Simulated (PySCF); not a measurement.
## GaH3O3: frequency calculation

System: GaH3O3.
Method: RKS-based B3LYP, Ga def2-SVP, O def2-SVP, H def2-SVP; non-relativistic Hamiltonian; density fitting (PySCF 2.14.0).

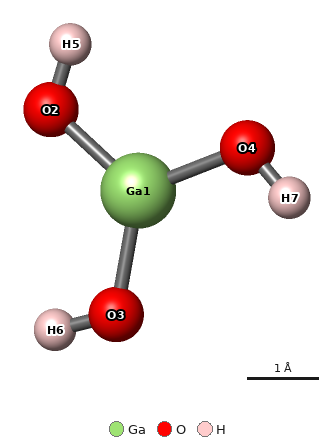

Figure 1. The structure as given in the input (ball-and-stick view, seen at a tilt; atoms are numbered from 1 in the order of the input). Sticks mark near contacts. Bond lengths as drawn: Ga–O 1.78 Å and H–O 0.97 Å.

## Results in brief

| quantity | value |
| --- | --- |
| outcome | converged |
| total energy | −2152.037411 hartree |
| HOMO | −8.28 eV |
| LUMO | −1.05 eV |
| zero-point energy | 0.040334 hartree |
| dipole moment | 0.00 D |
| wavenumbers, lowest and highest | 182 and 3845 cm⁻¹ |
| hardware | 2 threads of Arm Neoverse N1, 98 GiB of memory available, shared host |
| wall time | 69 s (CPU time 2 min) |
| peak memory | 1.5 GiB |

## Input file
```python
from pyscf import gto, scf, dft
mol = gto.M(atom='''
Ga    -0.000000    -0.000000     0.000000
O      1.778572     0.119469     0.000000
O     -0.992749     1.480554     0.000000
O     -0.785823    -1.600023     0.000000
H      2.215613    -0.742498     0.000000
H     -0.464785     2.290026     0.000000
H     -1.750829    -1.547529     0.000000''',
    basis={'Ga': 'def2-SVP', 'O': 'def2-SVP', 'H': 'def2-SVP'},
    charge=0, spin=0)
mf = dft.RKS(mol, xc='B3LYP')
mf.grids.atom_grid = (75, 302)
aux = {'Ga': 'def2-universal-JKFIT', 'O': 'def2-universal-JKFIT', 'H': 'def2-universal-JKFIT'}
mf = mf.density_fit(auxbasis=aux)
mf.conv_tol = 1e-09
mf.diis_space = 10
mf.max_cycle = 60
mf.verbose = 4
mf.kernel()
```

The script is an equivalent of the set-up of the self-consistent field. The run itself was carried out by a driver, which started from the orbitals of the step before it where there was one and computed the further properties.

Launch command:
```bash
OMP_NUM_THREADS=2 python axn.py task.json out
```

## The program's output
```
init E= -2152.03741098819
  HOMO = -0.30410538587766  LUMO = -0.0386247514683524  gap/eV = 7.22410
cycle= 1 E= -2152.03741098816  delta_E= 2.55e-11  |g|= 1.53e-05  |ddm|= 1.57e-05
  HOMO = -0.304109043717484  LUMO = -0.0386254821662559  gap/eV = 7.22418
cycle= 2 E= -2152.03741098804  delta_E= 1.19e-10  |g|= 2.85e-05  |ddm|= 2.93e-05
  HOMO = -0.304106863636329  LUMO = -0.0386250806081918  gap/eV = 7.22413
cycle= 3 E= -2152.0374109882  delta_E= -1.61e-10  |g|= 1.74e-06  |ddm|= 1.94e-05
  HOMO = -0.304106800543786  LUMO = -0.0386250363101088  gap/eV = 7.22413
cycle= 4 E= -2152.0374109882  delta_E= -4.55e-13  |g|= 2.51e-07  |ddm|= 1.1e-06
  HOMO = -0.304106811885005  LUMO = -0.0386250389237315  gap/eV = 7.22413
Extra cycle  E= -2152.03741098821  delta_E= -6.82e-12  |g|= 4.34e-07  |ddm|= 4.35e-07
converged SCF energy = -2152.03741098821
```

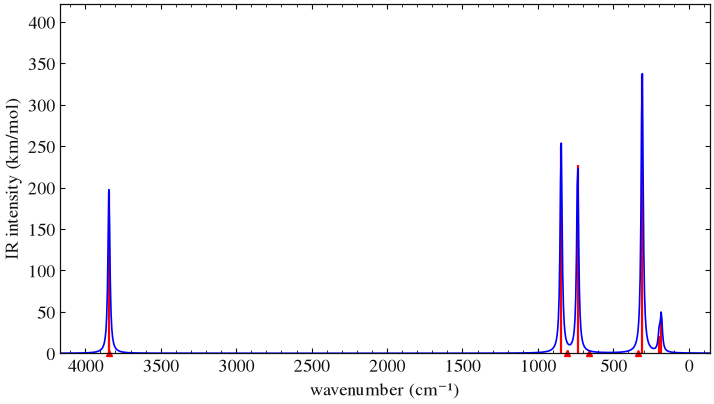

Figure 2. Harmonic infrared spectrum, unscaled: sticks (degenerate modes added up, dark ones marked on the axis) with a Lorentzian envelope of 16 cm⁻¹ full width, scaled to the tallest stick. 15 modes from 182 to 3845 cm⁻¹, none imaginary. The strongest line is at 309 cm⁻¹ (338 km/mol). All modes, in cm⁻¹ (km/mol): 182 (21), 182 (21), 196 (21), 309 (338), 335 (0.0), 335 (0.0), 658 (0.0), 737 (114), 737 (114), 809 (0.0), 846 (125), 846 (125), 3843 (97), 3843 (97), 3845 (0.0).

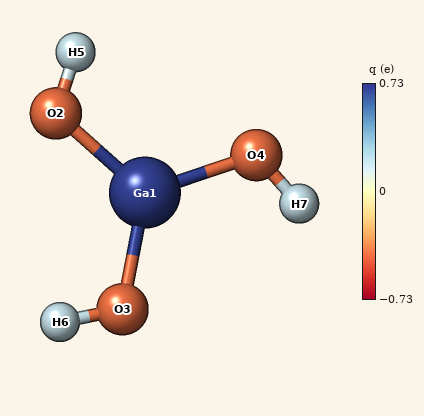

Figure 3. Mulliken charges, as the colour of each atom (ball-and-stick view, seen at a tilt; atoms are numbered from 1 in the order of the input). By element: Ga +0.69, O −0.42 and H +0.19 e.
